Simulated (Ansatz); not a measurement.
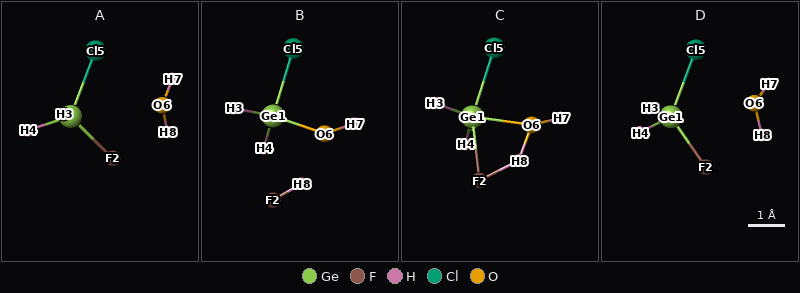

4 geometries from a converged minimum-energy path of GeH4OClF, shuffled. Style: ball-and-stick. Shown at a tilt.

The calculation used RKS BHLYP-D4/def2-SVP (Ansatz 0.2.0). Settings: 5 movable images; climbing image; force threshold 0.05 eV/Å; iteration limit 60; starting path through a guess of the saddle point.

Which of them lies highest in energy?

C. In order along the path, whose images run from 0 to 6: A (image 0, 0.00 eV), D (image 1, +0.24 eV), C (image 3, +0.87 eV), B (image 5, +0.21 eV). Breaking: Ge1–F2 (1.74 → 2.05 at the top → 2.88 Å), O6–H8 (0.96 → 1.10 at the top → 1.68 Å). Forming: F2–H8 (2.11 → 1.26 at the top → 0.93 Å), Ge1–O6 (2.97 → 1.92 at the top → 1.78 Å).
